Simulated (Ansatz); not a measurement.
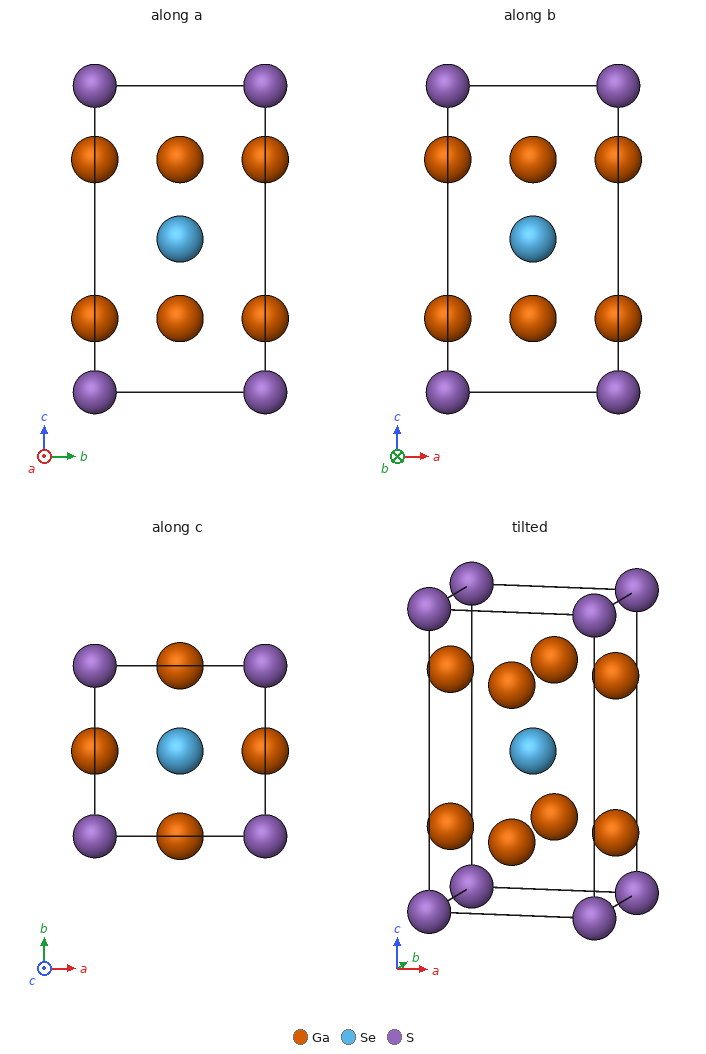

Figure: spheres-only view along the a axis, along the b axis, along the c axis and slightly off an axis. Thin lines show the conventional unit cell, with boundary atoms drawn in all their periodic places.

Lattice parameters: a = 4.3753 Å, b = 4.3753 Å, c = 7.8642 Å, α = 90.000°, β = 90.000°, γ = 90.000°.

Question: Record the structure as a CIF with its space group and independent sites, with free fractional coordinates to two decimals.

Answer:
```cif
data_structure
_symmetry_space_group_name_H-M 'P 4/m m m'
_symmetry_Int_Tables_number 123
_cell_length_a 4.3753
_cell_length_b 4.3753
_cell_length_c 7.8642
_cell_angle_alpha 90.000
_cell_angle_beta 90.000
_cell_angle_gamma 90.000
_cell_volume 150.54
loop_
_atom_site_label
_atom_site_type_symbol
_atom_site_symmetry_multiplicity
_atom_site_Wyckoff_symbol
_atom_site_fract_x
_atom_site_fract_y
_atom_site_fract_z
_atom_site_occupancy
Ga1 Ga 4 i 0.50 0.00 0.24 1
Se1 Se 1 d 0.50 0.50 0.50 1
S1 S 1 a 0.00 0.00 0.00 1
```

The structure was taken from a structure type filled with these elements by a generator (whether the compound takes this form wasn't checked). The geometry was optimised with Ansatz, DFT PBE, scalar-relativistic, plane waves, PAW.
